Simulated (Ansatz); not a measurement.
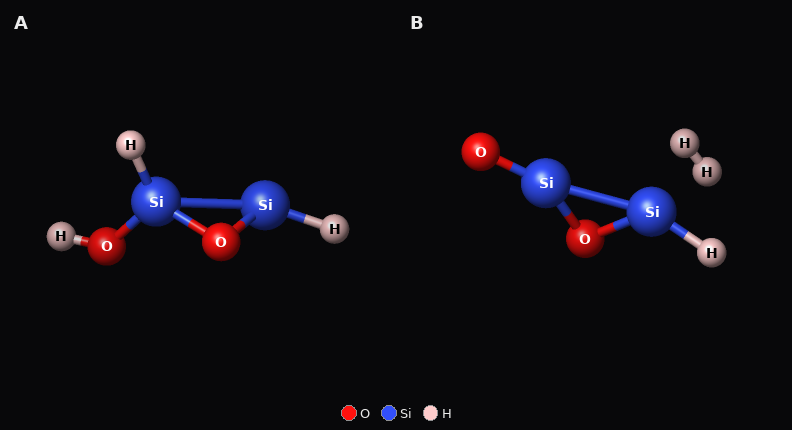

2 stationary structures of one formula. The species has charge +1 and is a spin singlet. Geometries: PBE0-D4/def2-TZVP. Electronic energies: RHF-CCSD(T) (frozen core)/def2-TZVPP (Ansatz 0.2.0), without zero-point energy. No frequency run is at hand to confirm each as a minimum. Each is one conformer, not always the lowest.

> Which is lowest in energy, and by how much?

A is lowest (C1); B lies 66.4 kcal/mol above it (C1).

Give E(B) − E(A) in kcal/mol at these levels too: PBE0-D4/def2-TZVPP; ωB97M-V/def2-TZVPP; B3LYP-D4/def2-TZVPP; r2SCAN-D4/def2-TZVPP; PBE0-D4/def2-TZVP; PBE-D4/def2-TZVPP; RHF-CCSD(T) (frozen core)/def2-TZVPP.

```csv
level,E(B) − E(A) (kcal/mol)
PBE0-D4/def2-TZVPP,+66.8
ωB97M-V/def2-TZVPP,+68.3
B3LYP-D4/def2-TZVPP,+65.1
r2SCAN-D4/def2-TZVPP,+62.9
PBE0-D4/def2-TZVP,+66.0
PBE-D4/def2-TZVPP,+58.4
RHF-CCSD(T) (frozen core)/def2-TZVPP,+66.4
```
